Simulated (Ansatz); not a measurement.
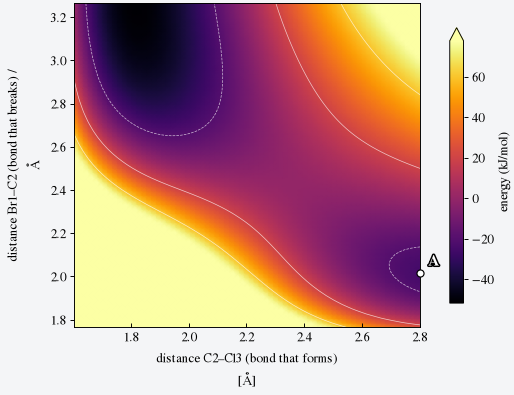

The reacting system CH₃BrCl (fragments CH₃Br + Cl where the first distance is long, Br + CH₃Cl where the second is long), charge −1. Coordinates scanned: (1) distance C2–Cl3 (bond that forms); (2) distance Br1–C2 (bond that breaks). Relaxed at each point: all other coordinates. Grid: 8 × 8 points. Points are written as (first, second). All energies are given in kJ/mol relative to a guessed transition structure relaxed with its forming and breaking bonds held. The reference is spin-restricted, so regions where a bond is pulled apart into radicals lie too high. Computed with Ansatz, RKS PBE0-D4/def2-SVPD.

In the figure: a smooth colour map with a few white contour lines, one colour for all values above the top of the scale, the point A. Between grid points the surface is interpolated.

Question: Find the lowest path from A to the other arm of the map, and its barrier.

Answer: The easiest path runs from the side where the first distance is long, about (2.80 Å, 2.02 Å), to the side where the second distance is long, about (1.82 Å, 3.26 Å). Its highest point, at about (2.37 Å, 2.42 Å), lies about 25 kJ/mol above the start and 52 kJ/mol above the end on the interpolated surface. An end on the edge of the scan is no minimum, so the barrier from there is a lower bound.

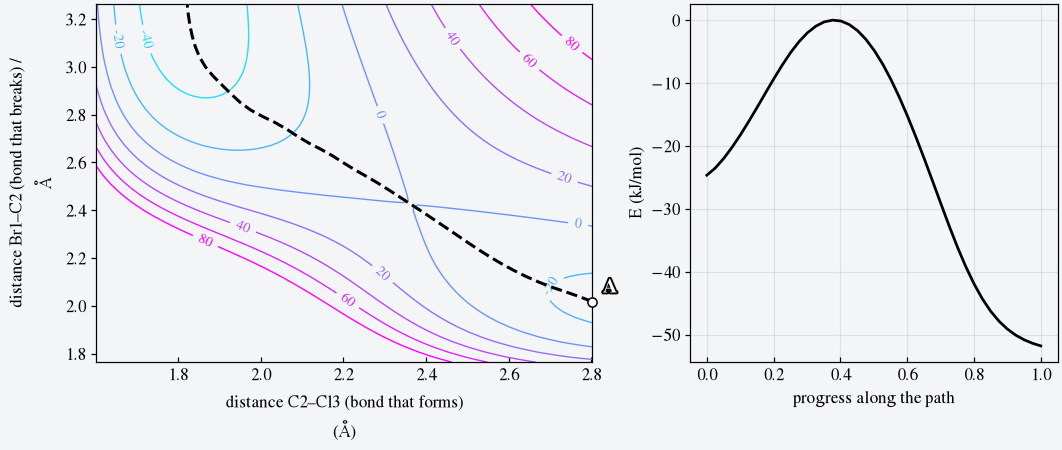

In the figure: contour lines labelled in kJ/mol (none above 80), a line along the lowest path, the energy along the path at the right. Between grid points the surface is interpolated.
